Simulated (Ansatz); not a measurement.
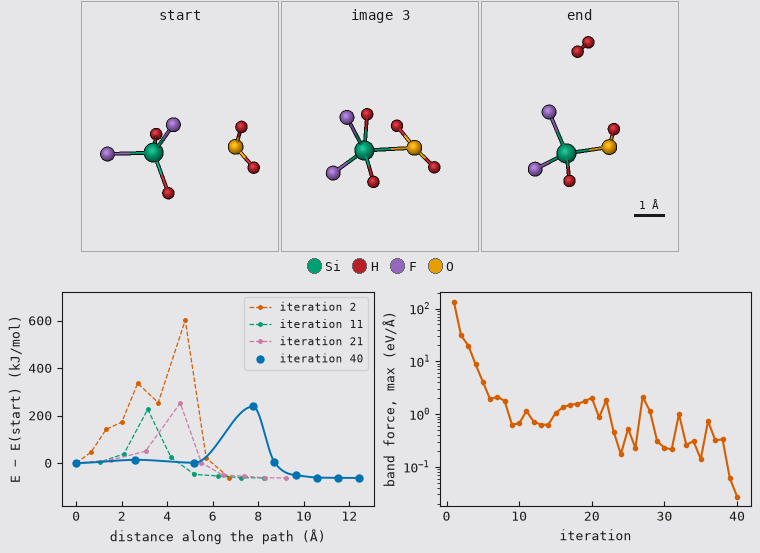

NEB run on SiH4OF2, made up of SiH₂F₂ and H2O. Images are numbered from 0 (start) to 8 (end). The plot follows the band through its iterations. A ball-and-stick model, seen at a tilt.

Method: Ansatz 0.2.0, RHF/def2-SVP. Settings: 7 movable images; climbing image; force threshold 0.03 eV/Å; iteration limit 60; starting path through a guess of the saddle point.

Judge this run.

Answer. The run is converged, with reservations. The band converged in 40 iterations. The largest component of the band force went from 140 to 0.027 eV/Å. The climbing image converged on the top of the path. Its vibrational analysis gives one imaginary mode (1815i cm⁻¹), as a transition state must have. The first iteration put the highest image at 2894.0 kJ/mol. The highest point, image 3, lies 238.2 kJ/mol above the start and 300.9 kJ/mol above the end; the end is at −62.8 kJ/mol relative to the start. The profile has 2 maxima (images 1, 3) with a dip at image 2 (+1.0 kJ/mol), so the process runs in steps.

Limits of the set-up: the start holds two separate molecules, 2.5 Å apart at their closest, whose relative position is a soft coordinate and is computed without a dispersion correction; Hartree-Fock leaves out electron correlation.
